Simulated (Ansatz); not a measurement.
# CHAlCl (quartet): one geometry, many settings

What do other methods and options give for CHAlCl (quartet) at this geometry, and how long do they take?

Computed with Ansatz 0.2.0, Gaussian basis. Level: the settings change from run to run.

23 further runs of the same task are left out: 7 that didn't finish, 16 set aside as unsound or not needed.

## Step 1: What is computed

The geometry is a PBE0/def2-TZVP stationary point (not a proven minimum) of the parent state, kept for this charge and spin.

4 atoms, charge 0, spin multiplicity 4.

Atoms are counted from 1 here; the program's logs count them from 0.

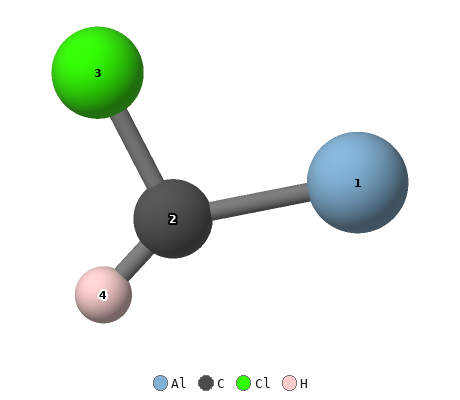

The geometry (aluminium light blue, carbon dark grey, chlorine green, hydrogen pink); atoms are numbered from 1 in the order of the file.

## Step 2: CCSD on UHF/cc-pVDZ

Contents of in.yaml:

```yaml
crystal:
  periodic: [false, false, false]
  atoms:
    - {symbol: Al, position_ang: [0.000000, -0.193934, 1.685466]}
    - {symbol: C, position_ang: [0.000000, 0.906488, 0.037552]}
    - {symbol: Cl, position_ang: [0.000000, -0.214382, -1.285968]}
    - {symbol: H, position_ang: [0.000000, 1.930244, -0.333401]}
basis:
  gaussian: {orbitals: cc-pVDZ}
magnetization: {spin_polarized: true, initial_magnetization: 3}
correlation: {method: ccsd, electrons: valence}
output: {forces: true}
```

Started as:

```
$ ansatz run in.yaml --threads 1 --pin off --events-out ev --progress --plain --max-ram 2393MiB
```

Standard output (excerpt; [...] marks lines left out):

```text
Functional definition: HF
  name "HF"
  cite "Fock, Z. Phys. 61, 126 (1930) doi:10.1007/BF01340294"
  parent pbe
[...]
555 factors; integrals over basis functions are off by at most 1.2e-3 eV
[...]
mean field -20129.61599424 eV, -739.7497434447 hartree, gradient 2.8e-6 eV, S^2 3.767474; 8 other end points of the search recorded, 0 dependent functions left out
determinant -20129.61599424 eV, -739.7497434447 hartree, with singles and doubles -20137.94532241 eV, -740.0558406090 hartree
determinant -20129.38532560 eV, -739.7412665285 hartree, with singles and doubles -20137.57996634 eV, -740.0424140209 hartree
determinant -20126.32542152 eV, -739.6288171275 hartree, with singles and doubles -20134.89478696 eV, -739.9437354989 hartree
determinant -20129.61599424 eV, -739.7497434447 hartree, with singles and doubles -20137.94631812 eV, -740.0558772007 hartree
determinant -20129.38532560 eV, -739.7412665285 hartree, with singles and doubles -20137.58086765 eV, -740.0424471435 hartree
11 core orbitals not correlated: weight in the atoms' cores, before any rotation towards them, 1.000 or more for the frozen orbitals, at most 0.000 for the correlated occupied ones
reference -20129.61599424 eV, -739.7497434447 hartree; 9, 6 occupied and 35, 38 virtual orbitals, 555 factors
second order -7.45320820 eV of doubles, -0.00000000 eV of singles
cycle   1  -8.33032524 eV  change   -1.4e-6 eV  update   2.7e-6
[...]
cycle   5  -8.33032384 eV  change    1.7e-8 eV  update   1.0e-7
[...]
Total energy: -20137.94631808 eV, -740.0558771993 hartree
Atom 0 at     0.000000    -0.193934     1.685466 Å, force    -0.000000     0.655939     0.502106 eV/Å
Atom 1 at     0.000000     0.906488     0.037552 Å, force     0.000000    -1.003832     0.332910 eV/Å
Atom 2 at     0.000000    -0.214382    -1.285968 Å, force    -0.000000    -0.083608    -1.137215 eV/Å
Atom 3 at     0.000000     1.930244    -0.333401 Å, force     0.000000     0.431501     0.302199 eV/Å
Dipole moment:     0.000000     0.043594     0.094667 e Å
```

Run time: 11 s. Hardware: 1 thread of Arm Neoverse V1, shared host.

From the report: ⟨S²⟩ of the determinant 3.767 (pure quartet: 3.75); correlation -8.3303 eV; T1 0.027; largest double amplitude 0.03.

## Step 3: CCSD(T) on UHF/cc-pVDZ

in.yaml, as its differences from that of step 2:

```diff
@@ -10,3 +10,3 @@
 magnetization: {spin_polarized: true, initial_magnetization: 3}
-correlation: {method: ccsd, electrons: valence}
-output: {forces: true}
+correlation: {method: ccsd_t, electrons: valence}
+scf: {lower_state_search: light}
```

Same command.

Standard output (excerpt; [...] marks lines left out):

```text
Functional definition: HF
  name "HF"
  cite "Fock, Z. Phys. 61, 126 (1930) doi:10.1007/BF01340294"
  parent pbe
[...]
555 factors; integrals over basis functions are off by at most 1.2e-3 eV
[...]
mean field -20129.61599424 eV, -739.7497434447 hartree, gradient 2.8e-6 eV, S^2 3.767474; 8 other end points of the search recorded, 0 dependent functions left out
determinant -20129.61599424 eV, -739.7497434447 hartree, with singles and doubles -20137.94532241 eV, -740.0558406090 hartree
determinant -20129.38532560 eV, -739.7412665285 hartree, with singles and doubles -20137.57996634 eV, -740.0424140209 hartree
determinant -20126.32542152 eV, -739.6288171275 hartree, with singles and doubles -20134.89478696 eV, -739.9437354989 hartree
determinant -20129.61599424 eV, -739.7497434447 hartree, with singles and doubles -20137.94631812 eV, -740.0558772007 hartree
determinant -20129.38532560 eV, -739.7412665285 hartree, with singles and doubles -20137.58086765 eV, -740.0424471435 hartree
11 core orbitals not correlated: weight in the atoms' cores, before any rotation towards them, 1.000 or more for the frozen orbitals, at most 0.000 for the correlated occupied ones
reference -20129.61599424 eV, -739.7497434447 hartree; 9, 6 occupied and 35, 38 virtual orbitals, 555 factors
second order -7.45320820 eV of doubles, -0.00000000 eV of singles
cycle   1  -8.33032522 eV  change   -1.3e-6 eV  update   2.7e-6
perturbative correction -0.26295435 eV, -0.0096633941 hartree
Total energy: -20138.20927381 eV, -740.0655406441 hartree
```

Run time: 9 s. Hardware: 1 thread of Arm Neoverse V1, shared host.

From the report: ⟨S²⟩ of the determinant 3.767 (pure quartet: 3.75); correlation -8.5933 eV; T1 0.027; largest double amplitude 0.03.

## Step 4: CCSDTQ on UHF/STO-3G

in.yaml, as its differences from that of step 3:

```diff
@@ -8,5 +8,4 @@
 basis:
-  gaussian: {orbitals: cc-pVDZ}
+  gaussian: {orbitals: STO-3G}
 magnetization: {spin_polarized: true, initial_magnetization: 3}
-correlation: {method: ccsd_t, electrons: valence}
-scf: {lower_state_search: light}
+correlation: {method: ccsdtq, electrons: outside_noble_gas}
```

Same command.

Standard output (excerpt; [...] marks lines left out):

```text
Functional definition: HF
  name "HF"
  cite "Fock, Z. Phys. 61, 126 (1930) doi:10.1007/BF01340294"
  parent pbe
[...]
419 factors; integrals over basis functions are off by at most 5.0e-8 eV
[...]
mean field -19901.69924579 eV, -731.3739574265 hartree, gradient 1.7e-6 eV, S^2 3.767523; 7 other end points of the search recorded, 0 dependent functions left out
determinant -19901.69924579 eV, -731.3739574265 hartree, with singles and doubles -19903.58879936 eV, -731.4433972394 hartree
determinant -19901.42841110 eV, -731.3640044352 hartree, with singles and doubles -19903.21818052 eV, -731.4297772483 hartree
determinant -19901.69924579 eV, -731.3739574265 hartree, with singles and doubles -19903.58893069 eV, -731.4434020657 hartree
determinant -19901.42841110 eV, -731.3640044352 hartree, with singles and doubles -19903.21865170 eV, -731.4297945637 hartree
11 core orbitals not correlated: weight in the atoms' cores, before any rotation towards them, 1.000 or more for the frozen orbitals, at most 0.000 for the correlated occupied ones
reference -19901.69924579 eV, -731.3739574265 hartree; 9, 6 occupied and 4, 7 virtual orbitals, 419 factors
second order -1.32557202 eV of doubles, -0.00000000 eV of singles
cycle   1  -1.62744187 eV  change   -3.0e-1 eV  update   6.2e-2
[...]
cycle  21  -1.94041814 eV  change   -1.9e-7 eV  update   1.5e-6
Total energy: -19903.63966393 eV, -731.4452664778 hartree
```

Run time: 65 s. Hardware: 1 thread of Arm Neoverse V1, shared host; peak memory 0.77 GiB.

From the report: ⟨S²⟩ of the determinant 3.768 (pure quartet: 3.75); correlation -1.9404 eV; T1 0.018; largest double amplitude 0.05.

## Step 5: All runs side by side

Where basis and cores are those of an earlier UCCSDT(Q)/cc-pVDZ run (-20138.2671 eV), and the state is the same kind, the miss against it is given.

| level | correlated | functions | energy (eV) | from UCCSDT(Q) (meV) | time |
| --- | --- | --- | --- | --- | --- |
| CCSD on UHF/cc-pVDZ | valence | 55 | -20137.9463 | 320.8 | 11 s |
| CCSD(T) on UHF/cc-pVDZ | valence | 55 | -20138.2093 | 57.9 | 9 s |
| CCSDTQ on UHF/STO-3G | outside noble gas | 24 | -19903.6397 |  | 65 s |

## Step 6: Results

| quantity | value |
| --- | --- |
| runs | 3 |
| quickest | CCSD(T) on UHF/cc-pVDZ, 9 s |
| slowest | CCSDTQ on UHF/STO-3G, 65 s |

Total energies in different bases, with other cores or another treatment of relativity can't be set against each other. CCSDTQ on UHF/STO-3G took 7 times as long as CCSD(T) on UHF/cc-pVDZ; the jobs differ in more than the method. Among the correlated runs with a miss given, it spans +58 to +321 meV.
